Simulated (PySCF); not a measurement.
# C2H7ClO2Si: NMR shielding calculation

System: C2H7ClO2Si, SMILES CO[SiH](Cl)OC.
Method: GIAO B97-D/pcSseg-1 NMR shielding, non-relativistic, gas phase (PySCF 2.14.0).

The geometry comes from this level: PBE0-D3(BJ)/def2-SVP. Figures and captions count atoms from 1; the log counts them from 0 in places.

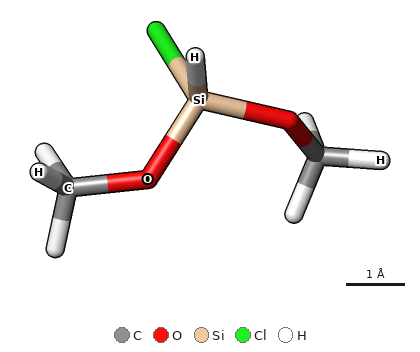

Figure 1. The structure as given in the input (stick view, seen at a tilt). Bond lengths as drawn: Cl–Si 2.07 Å, C–H 1.10 Å, C–O 1.40 to 1.41 Å, H–Si 1.48 Å and O–Si 1.63 to 1.64 Å.

Summary

```json
{"quantity": "outcome", "value": "converged"}
{"quantity": "total energy", "value": "−980.497561 hartree"}
{"quantity": "HOMO", "value": "−7.04 eV"}
{"quantity": "LUMO", "value": "0.43 eV"}
{"quantity": "dipole moment", "value": "1.41 D"}
{"quantity": "isotropic shielding, C", "value": "126.4 to 127.3 ppm"}
{"quantity": "isotropic shielding, O", "value": "277.4 to 278.5 ppm"}
{"quantity": "isotropic shielding, Si", "value": "391.5 ppm"}
{"quantity": "isotropic shielding, Cl", "value": "898.2 ppm"}
{"quantity": "isotropic shielding, H", "value": "26.5 to 27.8 ppm"}
{"quantity": "hardware", "value": "1 CPU thread, shared host"}
{"quantity": "wall time", "value": "34 s"}
{"quantity": "peak memory", "value": "0.8 GiB"}
```

Input file
```
{"job": {"kind": "nmr", "xc": "B97-D", "basis": "pcSseg-1", "pop": false}, "charge": 0, "multiplicity": 1}
C     -2.183959    -0.727653    -0.544126
O     -0.960880    -0.482067     0.096017
Si    -0.126135     0.930225     0.190615
Cl    -0.128623     1.772080    -1.704270
O      1.406304     0.615117     0.663965
C      2.331566    -0.182018    -0.033566
H     -2.328929    -1.815355    -0.619386
H     -2.203395    -0.300711    -1.561602
H     -3.030810    -0.307399     0.026214
H     -0.696154     1.898218     1.148160
H      1.979302    -1.223164    -0.122214
H      3.280896    -0.177889     0.520749
H      2.516325     0.212825    -1.047431
```

The first line tells a small driver script what to run in PySCF; the rest is the geometry in Å.

Launch command:
```bash
OMP_NUM_THREADS=1 python <driver script> task.json out
```

Log
```
coarse grid: 11936 points
cycle   1  E = -980.2449532844  dE =  5.991e-01  |g| = 1.059e+00  |ddm| = 3.179e+00
cycle   2  E = -979.4947279122  dE =  7.502e-01  |g| = 2.203e+00  |ddm| = 2.899e+00
cycle   3  E = -980.4403367075  dE = -9.456e-01  |g| = 2.130e-01  |ddm| = 2.335e+00
cycle   4  E = -980.4495023069  dE = -9.166e-03  |g| = 9.230e-02  |ddm| = 3.124e-01
cycle   5  E = -980.4513040069  dE = -1.802e-03  |g| = 1.980e-02  |ddm| = 1.106e-01
cycle   6  E = -980.4513954755  dE = -9.147e-05  |g| = 6.884e-03  |ddm| = 2.625e-02
cycle   7  E = -980.4514049171  dE = -9.442e-06  |g| = 2.776e-03  |ddm| = 7.861e-03
final grid: 106112 points
cycle   8  E = -980.4975259972  dE = -5.854e-05  |g| = 1.468e-02  |ddm| = 2.951e-02
cycle   9  E = -980.4974532975  dE =  7.270e-05  |g| = 2.304e-02  |ddm| = 3.061e-02
cycle  10  E = -980.4975579260  dE = -1.046e-04  |g| = 4.550e-03  |ddm| = 2.127e-02
cycle  11  E = -980.4975611826  dE = -3.257e-06  |g| = 1.116e-03  |ddm| = 3.363e-03
cycle  12  E = -980.4975614831  dE = -3.005e-07  |g| = 1.626e-04  |ddm| = 1.145e-03
cycle  13  E = -980.4975614876  dE = -4.533e-09  |g| = 6.474e-05  |ddm| = 1.801e-04
cycle  14  E = -980.4975614883  dE = -6.971e-10  |g| = 1.367e-05  |ddm| = 5.347e-05
```

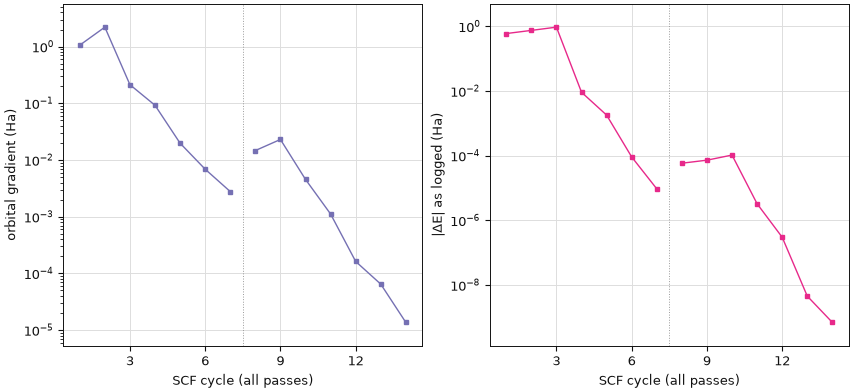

Figure 2. Convergence of the self-consistent field: orbital gradient and size of the energy change against the SCF cycle. The dotted line marks the change from a coarse to the final integration grid. The first 7 cycles use a coarse grid, the final grid takes over at cycle 8, and the field converges after 14 cycles in all.

```
converged SCF energy = -980.4975614883

GIAO shielding tensors (ppm)
atom      isotropic    diamagn.    paramagn.     s11        s22        s33       span
  0 C      126.385     240.446    -114.061    100.065    101.828    177.262     77.197
  1 O      278.522     401.588    -123.066    212.961    287.218    335.387    122.426
  2 Si     391.488     881.653    -490.166    373.399    380.147    420.918     47.519
  3 Cl     898.190    1151.386    -253.196    805.064    853.458   1036.047    230.983
  4 O      277.365     396.641    -119.276    204.624    306.403    321.067    116.444
  5 C      127.284     243.206    -115.922    100.921    103.623    177.306     76.385
  6 H       27.686      27.965      -0.279     23.565     25.399     34.093     10.528
  7 H       27.575      28.803      -1.228     22.760     27.126     32.838     10.078
  8 H       27.768      27.429       0.339     23.790     25.034     34.479     10.690
  9 H       26.535      29.438      -2.903     22.850     23.610     33.144     10.294
 10 H       27.630      30.416      -2.786     23.150     25.895     33.844     10.694
 11 H       27.751      27.301       0.450     23.588     25.439     34.226     10.638
 12 H       27.521      29.165      -1.644     22.858     26.477     33.228     10.370
```

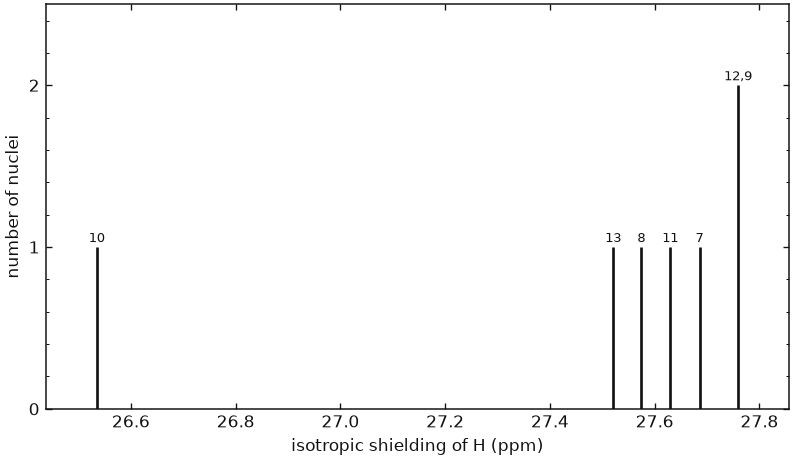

Figure 3. Isotropic shieldings of the hydrogen nuclei in this fixed geometry, labelled by atom number; shielding grows to the right, so chemical shift grows to the left. The least shielded is H10 (26.5 ppm), the most shielded H9 (27.8 ppm).
